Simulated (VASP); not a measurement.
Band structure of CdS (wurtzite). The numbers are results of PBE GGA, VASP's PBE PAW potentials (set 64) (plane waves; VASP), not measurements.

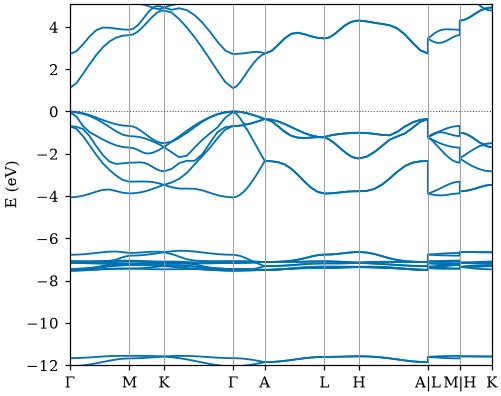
Figure: Bands along high-symmetry lines, zero at the valence-band maximum or, without a gap, the Fermi level

Task: Read the plot: is there a gap, and where are the band edges?

Result: The gap is direct, 1.10 eV, from the valence maximum at Γ to the conduction minimum at Γ. (Edges off the drawn lines would not show.)

Measured: gap 2.64 eV at 0 K (computed value off by -1.54 eV), as given by X. Ren et al., All-electron periodic G0W0 implementation with numerical atomic orbital basis functions: algorithm and benchmarks (2021), arXiv:2011.01400 [zero-point renormalisation of 0.068 eV removed from the gap extrapolated to 0 K (as printed)].

The compound is CdS in the wurtzite structure. It was relaxed first.
